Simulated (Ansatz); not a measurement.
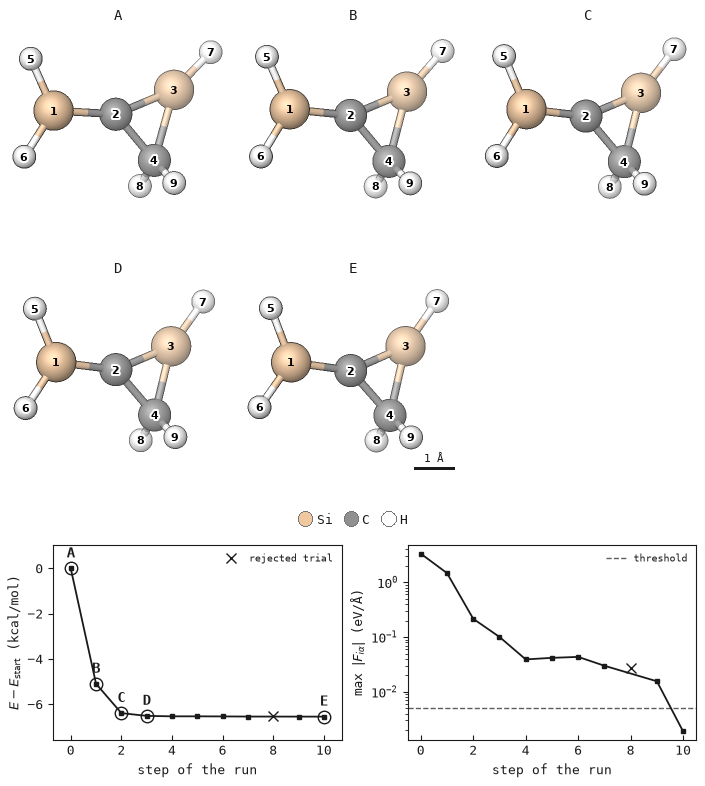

Frames of a relaxation of C₂H₅Si₂ (charge +1), marked on the history of the run. Style: ball-and-stick. Shown at a tilt.

Level of theory: Ansatz 0.2.0, RKS PBE0-D4/def2-TZVP. Set-up: force threshold 0.005 eV/Å; at most 200 steps.

Q: What happens along the run?

A: The energy falls by 6.54 kcal/mol in 9 accepted moves (10 points after the start). Largest force component: 3.3 eV/Å at the start, 0.0019 eV/Å at the end. The line search rejected the trial step at point 8 of the run. The largest move after the best rigid fit is that of H7, 0.27 Å. Largest moves by element: H 0.27 Å, Si 0.13 Å, C 0.08 Å. Among the contacts that change: C2–Si3 1.802 → 1.710 Å, Si3–C4 1.881 → 1.815 Å, Si1–C2 1.790 → 1.723 Å, Si3–H7 1.439 → 1.475 Å. Bond angles that change, for instance: C2–Si3–H7 158.6° → 150.5°, C4–Si3–H7 150.3° → 156.3°, Si1–C2–C4 135.9° → 141.3°. From step 0 to 1: H7 moves most (0.09 Å), energy −5.09 kcal/mol. From step 1 to 2: H7 moves most (0.10 Å), energy −1.29 kcal/mol. From step 2 to 3: H atoms move most (0.04 Å), energy −0.12 kcal/mol. From step 3 to 10: H6 moves most (0.04 Å), energy −0.03 kcal/mol.
